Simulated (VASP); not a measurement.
Band structure of KCl (rock salt). These are RPBE GGA, VASP's PBE PAW potentials (set 64) (plane waves; VASP 6.6.1) values and carry that method's errors.

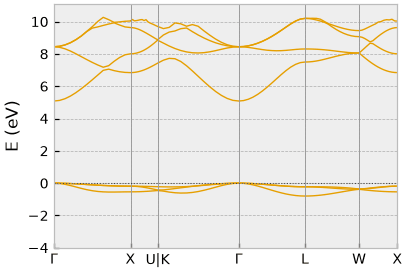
Figure: Bands along high-symmetry lines, zero at the valence-band maximum or, without a gap, the Fermi level

Problem. Read the plot: is there a gap, and where are the band edges?

Solution. The gap is direct, 5.09 eV, from the valence maximum at Γ to the conduction minimum at Γ. (Edges off the drawn lines would not show.)

Measured: gap 8.50 eV (computed value off by -3.41 eV), as given by David Koller et al., Journal of Physics Condensed Matter (2013), arXiv:1304.4470.

The compound is KCl in the rock salt structure. It was relaxed first, which changed the volume by +14 %.
